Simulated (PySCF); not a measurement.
C$_{4}$H$_{7}$BO

```csv
atom,x (Å),y (Å),z (Å)
B,2.4867,-0.3103,0.0555
O,1.5526,0.4376,-0.5296
C,0.2259,0.3404,-0.3254
C,-0.8210,1.0010,-0.8243
C,-1.8182,0.2051,-0.0234
C,-0.6020,-0.5633,0.5563
H,2.2277,-1.1572,0.8342
H,3.5886,-0.0671,-0.2590
H,-0.9435,1.8005,-1.5293
H,-2.5028,-0.4032,-0.6119
H,-2.3854,0.7782,0.7079
H,-0.5649,-1.6213,0.3050
H,-0.4480,-0.4399,1.6264
```

Geometry: GFN2-xTB.

These are results of PySCF, B3LYP/def2-SVPD, SCF density, gas phase, not measurements.

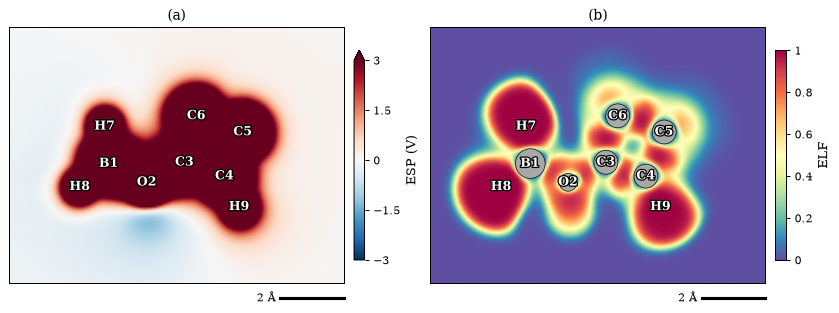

Figure 1. (a) electrostatic potential; (b) ELF on the plane of atoms C3, C4 and H9. Grey discs cover the atomic cores in the ELF map.

Question: What does the map show?

Answer:
- The section cuts through B, O, C and H sites.
- B–O (1.33 Å): the ELF peaks at about 0.90 between the atoms: a polar covalent bond.
- C–C (1.33 Å): the ELF peaks at about 0.90 between the atoms (a multiple bond).
- C–O (1.35 Å): the ELF peaks at about 0.90 between the atoms: a shared but strongly polarised pair.
- C–H (1.07 Å): the ELF climbs to about 1 towards the hydrogen, as it does in any bond to H (a covalent bond by its length).
- C–C (1.51 Å): the ELF peaks at about 0.95 between the atoms, as expected for localised, covalent bonding.
- The ELF also peaks beside O2, away from the bonds: lone-pair regions.
- Outside the dense part of the molecule the potential is most negative (−1.3 V) near O2.

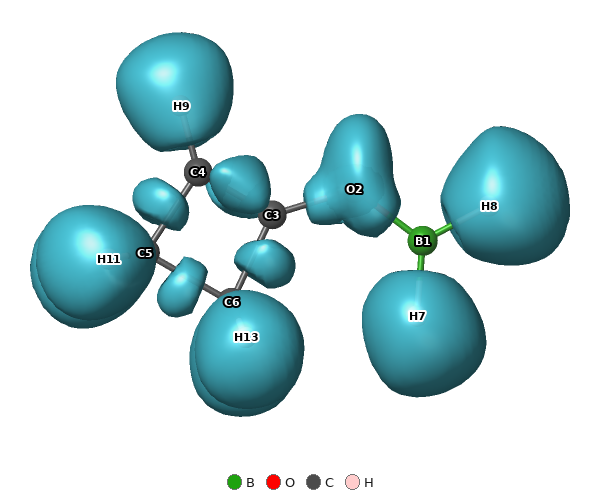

Figure 2. Isosurface of the electron localisation function at 0.75 (cyan), seen across its widest extent. Only the valence region is drawn (cores and ρ < 0.01 e/Å³ removed).

Question: Where are the electrons localised?

Answer: The surface consists of four regions between bonded C–C atoms (shared pairs), seven regions around hydrogen nuclei and one region on O in which the atom's valence shell and bonds are merged.

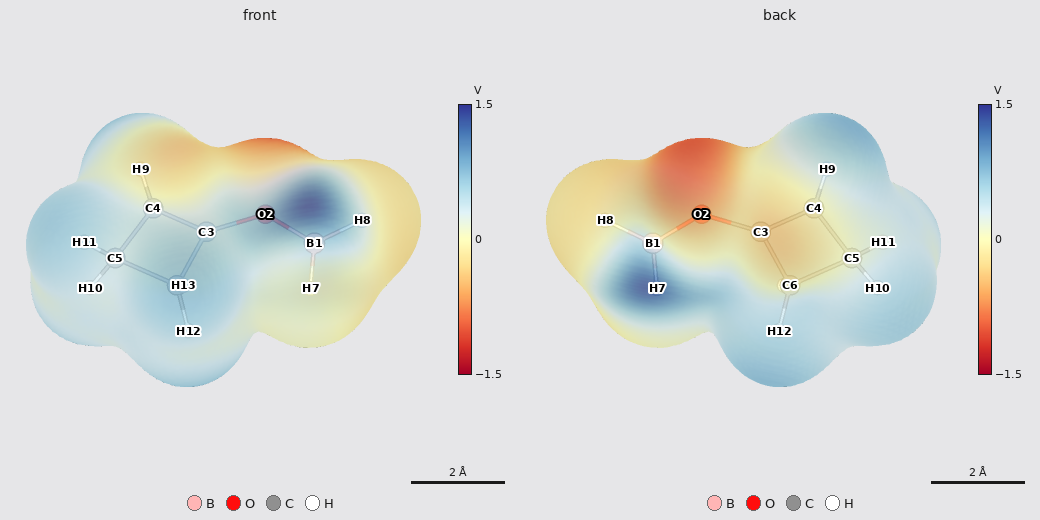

Figure 3. The molecular electrostatic potential painted on the density surface at 0.002 e/bohr³, seen from the front and from behind; red is negative and blue positive.

Question: Which sites attract a positive test charge, and which a negative one?

Answer: A positive charge is drawn to the negative regions and a negative charge to the positive ones. The most negative region (about −1.0 V) lies over O2, the most positive (about +1.3 V) over B1.
